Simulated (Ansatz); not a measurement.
Au$_{5}$H$_{9}$ (charge +1): geometry relaxation (part 1 of 2)

Au$_{5}$H$_{9}$, charge +1, multiplicity 2, computed with UKS PBE-D4/def2-SVP (Ansatz 0.2.0).

The geometry: GFN2-xTB start. Figures and captions count atoms from 1; the log counts them from 0 in places.

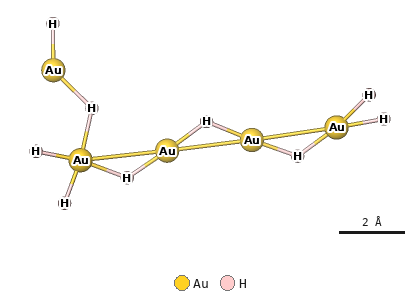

**Figure 1.** The starting structure (ball-and-stick view, seen on its broad side). Sticks mark near contacts. Bond lengths as drawn: Au–Au 2.66 to 2.72 Å and Au–H 1.43 to 1.69 Å.

### Input file
```yaml
crystal:
  periodic: [false, false, false]
  atoms:
    - {symbol: Au, position_ang: [1.241400, -1.827070, -0.512680]}
    - {symbol: Au, position_ang: [-0.726120, -0.054580, -0.313800]}
    - {symbol: Au, position_ang: [-1.233390, 4.022840, 1.070270]}
    - {symbol: Au, position_ang: [3.211990, -3.625310, -0.526350]}
    - {symbol: Au, position_ang: [-2.745700, 1.727500, 0.055270]}
    - {symbol: H, position_ang: [-3.509310, 2.828830, 0.564200]}
    - {symbol: H, position_ang: [4.354030, -4.589090, -0.556500]}
    - {symbol: H, position_ang: [1.848400, -3.118960, -1.034210]}
    - {symbol: H, position_ang: [0.700110, -0.495840, 0.017140]}
    - {symbol: H, position_ang: [-0.152220, 4.924380, 1.470060]}
    - {symbol: H, position_ang: [-4.075840, 1.276080, -0.245310]}
    - {symbol: H, position_ang: [4.509970, -3.951470, 0.155850]}
    - {symbol: H, position_ang: [-2.117200, 0.439010, -0.626380]}
    - {symbol: H, position_ang: [-1.306120, 2.443700, 0.482440]}
basis:
  gaussian: {orbitals: def2-SVP}
total_charge: 1
magnetization: {spin_polarized: true, initial_magnetization: 1}
hamiltonian: {xc: pbe, dispersion: d4}
scf: {lower_state_search: "off"}
output: {orbitals: {seedname: orbitals}}
relax: {f_tol: 0.02, max_steps: 100}
```

Run on 4 threads of Arm Neoverse V2, 23 GiB of memory available, shared host.

Run as:
```bash
ansatz run in.yaml --threads 4 --pin off --events-out ev --progress --plain --max-ram 4787MiB
```

### Log
```
Functional definition: PBE
  name "PBE"
  cite "Perdew, Burke & Ernzerhof, Phys. Rev. Lett. 77, 3865 (1996) doi:10.1103/PhysRevLett.77.3865"
  parent pbe
  parameter kappa = 0.804
  parameter beta = 0.06672455060314922
  exchange = pbe_x(kappa = kappa, mu = beta*pi^2/3)
  correlation = pbe_c(beta = beta)
these checks for a lower state are left out or cut short: stability, starts, cluster_reference, orbital_swaps, neighbouring_geometries, increment
2122 factors; their error is unknown
mean field evaluation 1: about -18603.5158 eV, gradient 2.9e1 eV
mean field evaluation 2: about -18575.5955 eV, gradient 8.0e1 eV
mean field evaluation 4: about -18608.3613 eV, gradient 5.1e0 eV
mean field evaluation 8: about -18608.4857 eV, gradient 1.2e-1 eV
mean field evaluation 16: about -18608.4531 eV, gradient 5.8e-4 eV
mean field -18608.45309419 eV, -683.8480379491 hartree, gradient 9.2e-6 eV, S^2 0.752338; 0 other end points of the search recorded, 0 dependent functions left out
the calculation of the forces begins
reference -18608.45317132 eV, -683.8480407834 hartree; 52, 51 occupied and 153, 154 virtual orbitals, 2122 factors
relax step   1: F+E_penalty+E_count = -18608.91397537 eV  Δ(F+E_penalty+E_count) = +0.000e0 eV  max|allowed force component| = 4.002e0 eV/Å  Δτ_max = 0.0000 Å  (20 SCF iters, accepted)
these checks for a lower state are left out or cut short: stability, starts, cluster_reference, orbital_swaps, neighbouring_geometries, increment
2122 factors; their error is unknown
mean field evaluation 32: about -18611.3682 eV, gradient 1.4e-6 eV
mean field -18611.36821544 eV, -683.9551666790 hartree, gradient 1.4e-6 eV, S^2 0.753351; 0 other end points of the search recorded, 0 dependent functions left out
the calculation of the forces begins
reference -18611.36829340 eV, -683.9551695440 hartree; 52, 51 occupied and 153, 154 virtual orbitals, 2122 factors
relax step   2: F+E_penalty+E_count = -18611.81592212 eV  Δ(F+E_penalty+E_count) = -2.902e0 eV  max|allowed force component| = 1.102e0 eV/Å  Δτ_max = 0.1944 Å  (25 SCF iters, accepted)
these checks for a lower state are left out or cut short: stability, starts, cluster_reference, orbital_swaps, neighbouring_geometries, increment
2122 factors; their error is unknown
mean field -18611.99921759 eV, -683.9783555804 hartree, gradient 2.3e-6 eV, S^2 0.753914; 0 other end points of the search recorded, 0 dependent functions left out
the calculation of the forces begins
reference -18611.99929557 eV, -683.9783584460 hartree; 52, 51 occupied and 153, 154 virtual orbitals, 2122 factors
relax step   3: F+E_penalty+E_count = -18612.44589044 eV  Δ(F+E_penalty+E_count) = -6.300e-1 eV  max|allowed force component| = 8.114e-1 eV/Å  Δτ_max = 0.1949 Å  (26 SCF iters, accepted)
these checks for a lower state are left out or cut short: stability, starts, cluster_reference, orbital_swaps, neighbouring_geometries, increment
2122 factors; their error is unknown
mean field -18612.07531052 eV, -683.9811519439 hartree, gradient 1.2e-6 eV, S^2 0.753974; 0 other end points of the search recorded, 0 dependent functions left out
the calculation of the forces begins
reference -18612.07538793 eV, -683.9811547884 hartree; 52, 51 occupied and 153, 154 virtual orbitals, 2122 factors
relax step   4: F+E_penalty+E_count = -18612.52458304 eV  Δ(F+E_penalty+E_count) = -7.869e-2 eV  max|allowed force component| = 5.991e-1 eV/Å  Δτ_max = 0.2000 Å  (27 SCF iters, accepted)
these checks for a lower state are left out or cut short: stability, starts, cluster_reference, orbital_swaps, neighbouring_geometries, increment
2122 factors; their error is unknown
mean field -18612.12211096 eV, -683.9828718281 hartree, gradient 6.4e-6 eV, S^2 0.753843; 0 other end points of the search recorded, 0 dependent functions left out
the calculation of the forces begins
reference -18612.12218843 eV, -683.9828746754 hartree; 52, 51 occupied and 153, 154 virtual orbitals, 2122 factors
relax step   5: F+E_penalty+E_count = -18612.57007735 eV  Δ(F+E_penalty+E_count) = -4.549e-2 eV  max|allowed force component| = 3.983e-1 eV/Å  Δτ_max = 0.1086 Å  (22 SCF iters, accepted)
these checks for a lower state are left out or cut short: stability, starts, cluster_reference, orbital_swaps, neighbouring_geometries, increment
2122 factors; their error is unknown
mean field -18612.14703711 eV, -683.9837878473 hartree, gradient 9.1e-6 eV, S^2 0.753644; 0 other end points of the search recorded, 0 dependent functions left out
the calculation of the forces begins
reference -18612.14711402 eV, -683.9837906739 hartree; 52, 51 occupied and 153, 154 virtual orbitals, 2122 factors
relax step   6: F+E_penalty+E_count = -18612.59669387 eV  Δ(F+E_penalty+E_count) = -2.662e-2 eV  max|allowed force component| = 1.599e-1 eV/Å  Δτ_max = 0.1777 Å  (22 SCF iters, accepted)
these checks for a lower state are left out or cut short: stability, starts, cluster_reference, orbital_swaps, neighbouring_geometries, increment
2122 factors; their error is unknown
mean field evaluation 64: about -18612.1978 eV, gradient 1.8e-1 eV
mean field -18612.16552081 eV, -683.9844671110 hartree, gradient 1.2e-6 eV, S^2 0.753734; 0 other end points of the search recorded, 0 dependent functions left out
the calculation of the forces begins
reference -18612.16559776 eV, -683.9844699386 hartree; 52, 51 occupied and 153, 154 virtual orbitals, 2122 factors
relax step   7: F+E_penalty+E_count = -18612.61479028 eV  Δ(F+E_penalty+E_count) = -1.810e-2 eV  max|allowed force component| = 5.448e-2 eV/Å  Δτ_max = 0.2000 Å  (22 SCF iters, accepted)
these checks for a lower state are left out or cut short: stability, starts, cluster_reference, orbital_swaps, neighbouring_geometries, increment
2122 factors; their error is unknown
mean field -18612.16925403 eV, -683.9846043041 hartree, gradient 2.1e-6 eV, S^2 0.753721; 0 other end points of the search recorded, 0 dependent functions left out
the calculation of the forces begins
reference -18612.16933093 eV, -683.9846071301 hartree; 52, 51 occupied and 153, 154 virtual orbitals, 2122 factors
relax step   8: F+E_penalty+E_count = -18612.61841825 eV  Δ(F+E_penalty+E_count) = -3.628e-3 eV  max|allowed force component| = 5.538e-2 eV/Å  Δτ_max = 0.1639 Å  (21 SCF iters, accepted)
these checks for a lower state are left out or cut short: stability, starts, cluster_reference, orbital_swaps, neighbouring_geometries, increment
2122 factors; their error is unknown
mean field -18612.16969469 eV, -683.9846204983 hartree, gradient 2.6e-6 eV, S^2 0.753718; 0 other end points of the search recorded, 0 dependent functions left out
the calculation of the forces begins
reference -18612.16977161 eV, -683.9846233248 hartree; 52, 51 occupied and 153, 154 virtual orbitals, 2122 factors
relax step   9: F+E_penalty+E_count = -18612.61889800 eV  Δ(F+E_penalty+E_count) = -4.798e-4 eV  max|allowed force component| = 4.521e-2 eV/Å  Δτ_max = 0.0469 Å  (21 SCF iters, accepted)
these checks for a lower state are left out or cut short: stability, starts, cluster_reference, orbital_swaps, neighbouring_geometries, increment
2122 factors; their error is unknown
mean field -18612.17060797 eV, -683.9846540606 hartree, gradient 2.9e-6 eV, S^2 0.753722; 0 other end points of the search recorded, 0 dependent functions left out
the calculation of the forces begins
reference -18612.17068488 eV, -683.9846568869 hartree; 52, 51 occupied and 153, 154 virtual orbitals, 2122 factors
relax step  10: F+E_penalty+E_count = -18612.61961687 eV  Δ(F+E_penalty+E_count) = -7.189e-4 eV  max|allowed force component| = 1.065e-2 eV/Å  Δτ_max = 0.0338 Å  (20 SCF iters, accepted)
```

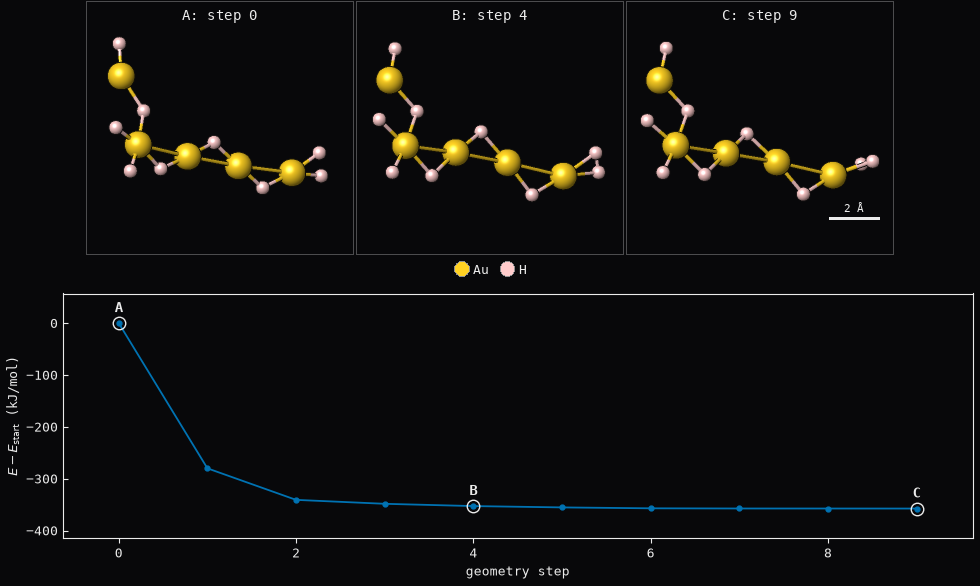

**Figure 2.** Frames of the relaxation (ball-and-stick view, seen at a tilt) above the curves, on which the letters mark them (the first geometry is step 0 here and step 1 in the log).

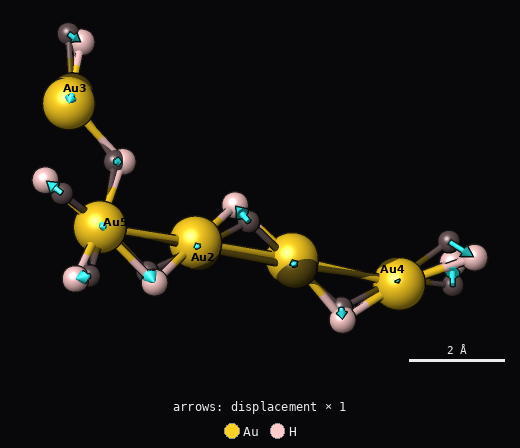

**Figure 3.** Start (faint) and end (solid) with the displacements as teal arrows, at true length (ball-and-stick view, seen at a tilt). The two geometries are laid on each other by the best rigid fit. After 9 geometry steps the energy has fallen by 357.5 kJ/mol. The largest force component goes from 4 to 0.011 eV/Å. The largest moves after the best rigid fit, 0.64 Å, are those of H7 and H12. By element the largest moves are H 0.64 Å, Au 0.26 Å. Distances before and after: Au4–H7 1.495 → 1.807 Å, Au4–H12 1.502 → 1.806 Å, Au2–H13 1.509 → 1.772 Å, Au1–H8 1.520 → 1.766 Å. Among the angles that change: H10–Au3–H14 134.7° → 106.8°, Au1–Au4–H7 177.6° → 149.7°, Au3–H14–Au5 122.0° → 99.3°. (Atoms are counted from 1 in the order of the input.)

```
Total energy: -18612.61969377 eV, -684.0011576594 hartree
Atom 0 at     1.361973    -1.675099    -0.500535 Å, force     0.000564     0.001789    -0.003604 eV/Å
Atom 1 at    -0.730937     0.075563    -0.246924 Å, force    -0.001826     0.000434     0.002433 eV/Å
Atom 2 at    -1.484863     3.950913     1.050379 Å, force    -0.000536     0.003403     0.000661 eV/Å
Atom 3 at     3.189730    -3.718214    -0.569031 Å, force    -0.006927    -0.005764     0.010650 eV/Å
Atom 4 at    -2.888085     1.784245     0.043012 Å, force    -0.000354     0.000683    -0.003292 eV/Å
Atom 5 at    -3.427596     3.277259     0.495813 Å, force     0.000155    -0.001423     0.003061 eV/Å
Atom 6 at     4.905861    -4.279267    -0.493757 Å, force     0.000366     0.000890    -0.001948 eV/Å
Atom 7 at     1.660608    -3.297396    -1.131428 Å, force     0.004916     0.003497    -0.006276 eV/Å
Atom 8 at     0.994414    -0.045035    -0.075161 Å, force    -0.003471    -0.000560    -0.000169 eV/Å
Atom 9 at    -0.090311     4.580397     1.503412 Å, force    -0.000611    -0.001514    -0.002242 eV/Å
Atom 10 at    -4.420435     1.462680    -0.311008 Å, force     0.000102    -0.000149    -0.000427 eV/Å
Atom 11 at     4.564007    -4.594123     0.210367 Å, force     0.002208     0.000118    -0.001260 eV/Å
Atom 12 at    -2.485056     0.167226    -0.478038 Å, force     0.003062    -0.002859     0.001025 eV/Å
Atom 13 at    -1.149311     2.310871     0.502899 Å, force     0.002354     0.001457     0.001390 eV/Å
Dipole moment:     0.870294    -0.634327     0.087188 e Å
Checks for a lower state left out: stability, starts, cluster_reference, orbital_swaps, neighbouring_geometries, increment
```
